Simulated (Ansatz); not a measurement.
**C2H6OSSi: one species, many methods**

Aim: compute C2H6OSSi with functionals from several rungs and with coupled cluster, and see how far each lands from CCSD(T) at the basis-set limit for the atomisation energy.

The runs use Ansatz 0.2.0, Gaussian basis; functionals in def2-TZVPP, the program's frozen cores in correlated methods.

Plan: PBE-D4, r2SCAN-D4, PBE0-D4, B3LYP-D4, ωB97X-V, ωB97M-V, B2PLYP; CCSD(T)/def2-TZVPP; MP2/def2-QZVPP; extrapolation to the limit.

## (1) Structure used throughout

The geometry comes from an earlier relaxation with PBE0-D4 in a triple-zeta def2 set; it is a stationary point, not always the lowest conformer.

SMILES `C[SiH](S)C=O`, 11 atoms, charge 0, spin multiplicity 1.

Atoms are counted from 1 here; the program's logs count them from 0.

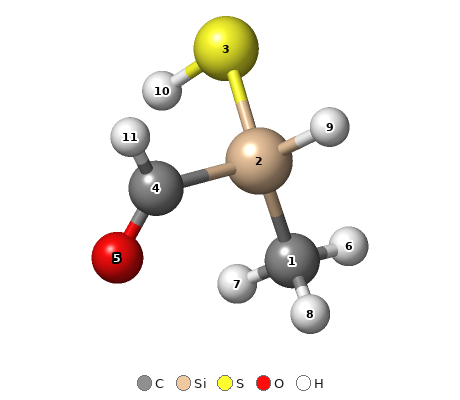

The geometry (carbon grey, silicon light orange, sulfur yellow, oxygen red, hydrogen white); atoms are numbered from 1 in the order of the file.

As a file:

```tsv
atom	x (Å)	y (Å)	z (Å)
C1	-1.3352	0.7200	-0.1384
Si2	0.4457	0.4079	0.2792
S3	0.7647	-0.4943	2.1939
C4	1.2016	-0.7806	-1.0316
O5	0.5224	-1.3117	-1.8753
H6	-1.8080	1.3508	0.6162
H7	-1.8800	-0.2245	-0.2005
H8	-1.4119	1.2131	-1.1109
H9	1.2682	1.6456	0.3363
H10	0.0049	-1.5716	1.9284
H11	2.2929	-1.0116	-0.9766
```

## (2) PBE-D4 (GGA)

File in.yaml:

```yaml
crystal:
  periodic: [false, false, false]
  atoms:
    - {symbol: C, position_ang: [-1.335197, 0.719974, -0.138436]}
    - {symbol: Si, position_ang: [0.445733, 0.407920, 0.279209]}
    - {symbol: S, position_ang: [0.764712, -0.494341, 2.193860]}
    - {symbol: C, position_ang: [1.201619, -0.780643, -1.031627]}
    - {symbol: O, position_ang: [0.522414, -1.311744, -1.875320]}
    - {symbol: H, position_ang: [-1.808005, 1.350769, 0.616216]}
    - {symbol: H, position_ang: [-1.879988, -0.224507, -0.200461]}
    - {symbol: H, position_ang: [-1.411920, 1.213115, -1.110856]}
    - {symbol: H, position_ang: [1.268187, 1.645580, 0.336299]}
    - {symbol: H, position_ang: [0.004853, -1.571577, 1.928434]}
    - {symbol: H, position_ang: [2.292890, -1.011643, -0.976618]}
basis:
  gaussian: {orbitals: def2-TZVPP}
hamiltonian: {xc: pbe, dispersion: d4}
output: {forces: true, orbitals: {seedname: orbitals}}
```

Launch:

```bash
> ansatz run in.yaml --threads 4 --pin off --events-out ev --progress --plain --max-ram 10444MiB
```

The runs that follow: r2SCAN-D4 (meta-GGA); PBE0-D4 (hybrid); B3LYP-D4 (hybrid); ωB97X-V (range-separated); ωB97M-V (range-separated); B2PLYP (double hybrid); CCSD(T) in def2-TZVPP; MP2 in def2-QZVPP.

Q: Predict the results of all the runs planned. Wanted: atomisation energy, CCSD(T)/CBS; farthest; mean size of error, hybrid; mean size of error, range-separated; gap, smallest and largest; T1 diagnostic; triples share of the correlation energy.

The runs gave:

| quantity | value |
| --- | --- |
| atomisation energy, CCSD(T)/CBS | 970.1 kcal/mol |
| functionals within 4.9 kcal/mol (0.5 %) | r2SCAN-D4, PBE0-D4, B3LYP-D4, ωB97X-V, ωB97M-V |
| farthest | PBE-D4 (+20.1 kcal/mol) |
| mean size of error, hybrid | 1.1 kcal/mol |
| mean size of error, range-separated | 4.4 kcal/mol |
| gap, smallest and largest | 2.69 eV (PBE-D4), 9.94 eV (ωB97X-V) |
| T1 diagnostic | 0.0136 |
| triples share of the correlation energy | 4.2 % |

In words: PBE-D4 misses by +20.1 kcal/mol. Double hybrids carry the basis error of their MP2 part in triple zeta, and no dispersion term here, so their miss is partly the set-up's. The reference freezes the cores and leaves out relativity and excitations past (T), so misses under about 4.9 kcal/mol can't be ranked. Hartree-Fock recovers 72 % of the binding; the rest is correlation. The gap grows from 2.7 to 9.9 eV across the functionals, mostly with the share of exact exchange.
